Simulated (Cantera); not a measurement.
Input: 1 mol CH3OH, 5 mol H2, equilibrated at 3073 K.

Equilibrium computed with Cantera from the NASA thermochemical tables; the gas is ideal and each condensed phase is pure. Candidate condensed phases: C, C6H6, C7H8, C8H18, H2O; 110 gas species. The ideal-gas law is rough above about 30 bar. Equilibrium is a limit: real reactors are often held back by kinetics, nucleation or transport.

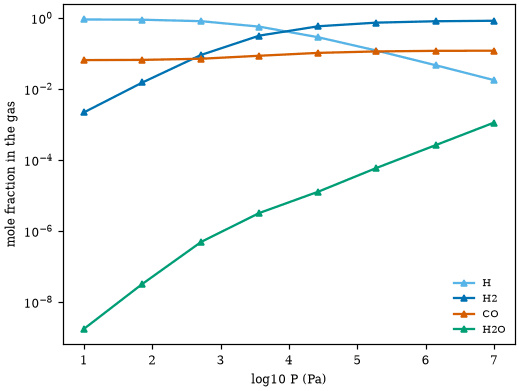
Equilibrium gas composition (values under 1e-9 drawn at 1e-9)

From 0.000100 bar to 100 bar nothing is condensed. The main C-bearing gas is CO throughout.
